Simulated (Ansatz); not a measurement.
A small benchmark: atomisation enthalpy at 298 K

10 molecules holding an element past argon; the atomisation enthalpy at 298 K in kJ/mol, computed less measured. Shapes, held fixed at every level: PBE0-D4/def2-TZVP. Thermal terms are harmonic and unscaled (PBE0-D4/def2-TZVP); the spin-orbit lowering of the free atoms is taken from their spectra. Programs: Ansatz 0.2.0. Measured values: Active Thermochemical Tables, CRC Handbook of Chemistry and Physics, NIST-JANAF tables.

Levels: A = SPW92/def2-TZVPP; B = r2SCAN-D4/def2-TZVPP; C = B2PLYP/def2-TZVPP; D = CCSD/def2-TZVPP.

| molecule | from tabulated heats | A | B | C | D |
| --- | --- | --- | --- | --- | --- |
| H2Te (hydrogen telluride) | 533 | +111 | +11 | +9 | -1 |
| AsF3 (arsenic trifluoride) | 1326 | +353 | +25 | +4 | -83 |
| BBr2F (dibromofluoroborane) | 1388 | +260 | +27 | -23 | -81 |
| BBrCl2 (bromodichloroborane) | 1262 | +241 | +39 | -21 | -80 |
| SiHBr3 (SMILES Br[SiH](Br)Br) | 1205 | +303 | +125 | +63 | +26 |
| CH2Br2 (dibromomethane) | 1373 | +248 | +6 | -28 | -72 |
| CHBrClF (bromochlorofluoromethane) | 1479 | +344 | +16 | -34 | -101 |
| GeCl4 (germanium tetrachloride) | 1353 | +269 | +46 | -29 | -68 |
| GeF4 (tetrafluorogermane) | 1880 | +381 | +20 | -10 | -64 |
| C2H3IO (acetyl iodide) | 2570 | +467 | +21 | -28 | -143 |

Problem. Sum up the errors.

Solution. 
```json
{"level": "SPW92/def2-TZVPP", "kind": "LDA", "mean error": "+297.7", "mean absolute error": "297.7", "worst case": "C2H3IO"}
{"level": "r2SCAN-D4/def2-TZVPP", "kind": "meta-GGA", "mean error": "+33.6", "mean absolute error": "33.6", "worst case": "SiHBr3"}
{"level": "B2PLYP/def2-TZVPP", "kind": "double hybrid", "mean error": "-9.7", "mean absolute error": "24.9", "worst case": "SiHBr3"}
{"level": "CCSD/def2-TZVPP", "kind": "coupled cluster or CI", "mean error": "-66.7", "mean absolute error": "71.9", "worst case": "C2H3IO"}
```

On this set B2PLYP/def2-TZVPP has the smallest mean absolute error and SPW92/def2-TZVPP the largest. SPW92/def2-TZVPP is too high in 10 of 10; r2SCAN-D4/def2-TZVPP is too high in 10 of 10; B2PLYP/def2-TZVPP is too low in 7 of 10; CCSD/def2-TZVPP is too low in 9 of 10. The heats of H2Te, GeCl4, GeF4, C2H3IO come from older tables and can be uncertain by 10 kJ/mol or more. The molecules' own spin-orbit binding is left out, so errors for heavy halides read too negative. The tabulated values of AsF3, BBr2F, BBrCl2, SiHBr3 are in doubt (older tables, estimates, or at odds with other calculations) and kept here. Over the 6 molecules whose values aren't doubted the mean absolute errors are A 303.3; B 20.0; C 23.0; D 74.8. Correlated wave functions converge slowly with the basis. CCSD also lacks the triples, which bind further. For atoms past krypton def2 sets carry core potentials with scalar relativity. Relativity is left out for As, Br, Ge. Outer-core shells of As, Br, Ge, I, Te are correlated in most correlated rows, in sets that cover them unevenly. The set is small.

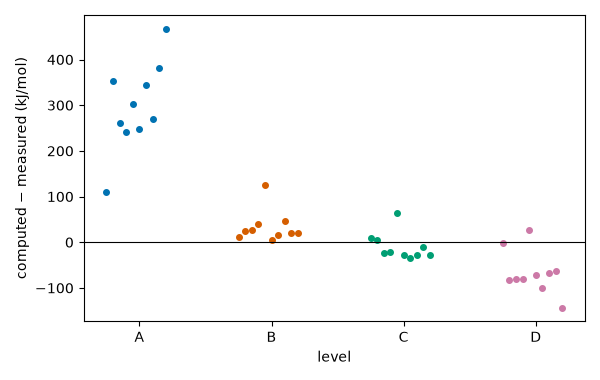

Errors of each level, one point a molecule.
